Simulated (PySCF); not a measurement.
# C$_{5}$H$_{4}$OS (SMILES [O-][CH]c1cccs1) (charge −1, doublet): what the fields show

```csv
atom,x (Å),y (Å),z (Å)
O,2.9749,-0.3494,-0.0924
C,2.0670,0.3952,0.3475
C,0.6942,0.2250,0.1738
C,-0.0180,-0.7809,-0.5076
C,-1.3932,-0.6201,-0.4671
C,-1.8087,0.4885,0.2306
S,-0.4536,1.3875,0.8727
H,2.3449,1.2973,0.9429
H,0.4963,-1.5849,-1.0044
H,-2.0939,-1.2983,-0.9365
H,-2.8045,0.8428,0.4146
```

Geometry: GFN2-xTB.

The calculation used UKS B3LYP, pcH-1 on C H O S, non-relativistic, mean-field spin-orbit, GIAO (PySCF).

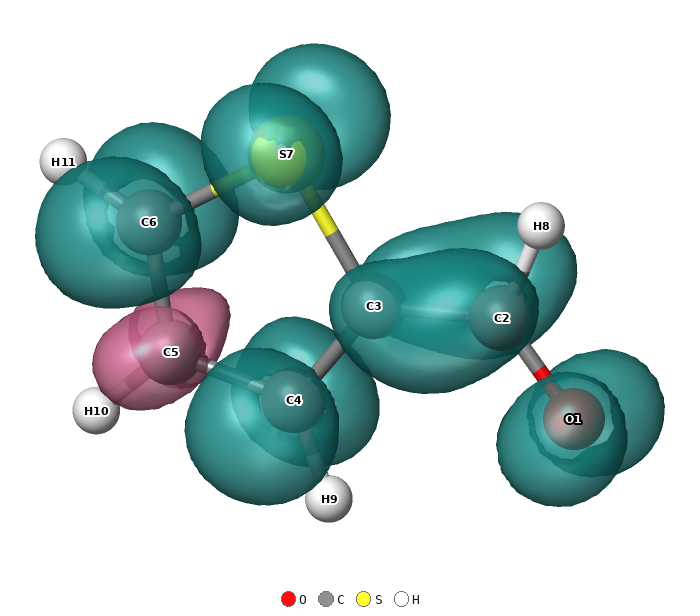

Figure 1. Isosurfaces of the spin density (α minus β) at +0.015 (teal) and −0.015 e/Å³ (pink), seen at a tilt.

Describe the spin distribution.

The unpaired spin (1 electron) lies mostly on O1 (about 0.2), C6 (about 0.2), C2 (about 0.2), C4 (about 0.2), S7 (about 0.1) and C3 (about 0.1), in electrons by Hirshfeld's partition.

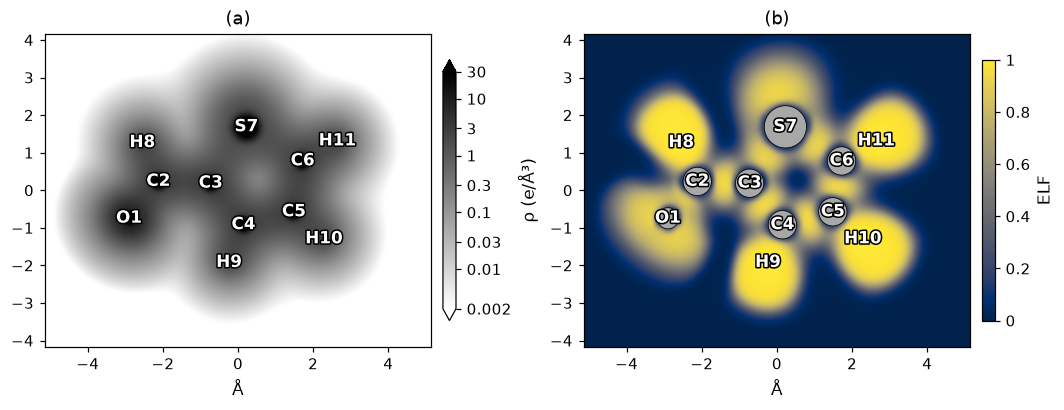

Figure 2. (a) total electron density; (b) electron localisation function on the molecular plane. Grey discs cover the atomic cores in the ELF map.

What does the map show?

- Atoms in the plane: O, C, S and H.
- C–O (1.25 Å): the density is about 2.9 e/Å³ at the midpoint; the ELF peaks at about 0.85 between the atoms, as expected for a polar covalent bond.
- C–C (1.37 Å): ρ is about 2.1 e/Å³ halfway; the ELF peaks at about 0.95 between the atoms; a covalent bond.
- C–S (1.75 Å): the density is about 1.4 e/Å³ at the midpoint; the ELF peaks at about 0.90 between the atoms, as expected for localised, covalent bonding.
- C–H (1.07 Å): the density is about 2 e/Å³ at the midpoint; the ELF climbs to about 1 towards the hydrogen, as it does in any bond to H (an ordinary covalent bond to hydrogen).
- The ELF also peaks beside O1 and S7, away from the bonds: non-bonding electrons, paired or unpaired.

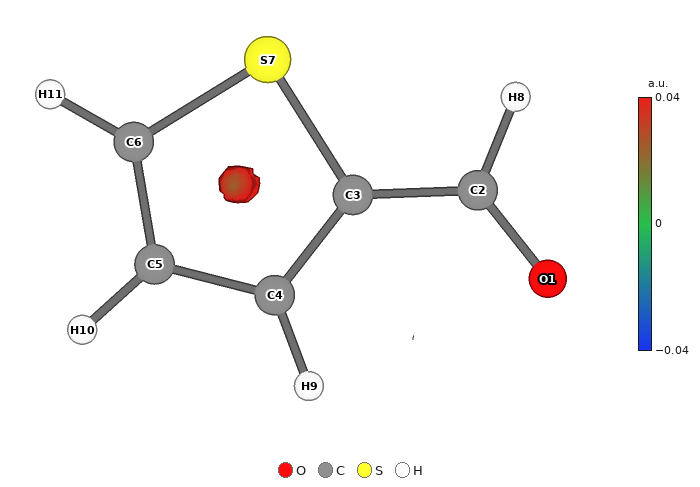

Figure 3. Non-covalent interaction (NCI) plot: the surface where the reduced density gradient is 0.5, for densities under 0.05 a.u., coloured by sign(λ₂)ρ; seen across its widest extent.

Which non-covalent interactions does the plot reveal?

Inside the ring or cage of C3, C4, C5, C6 and S7: steric crowding (red).
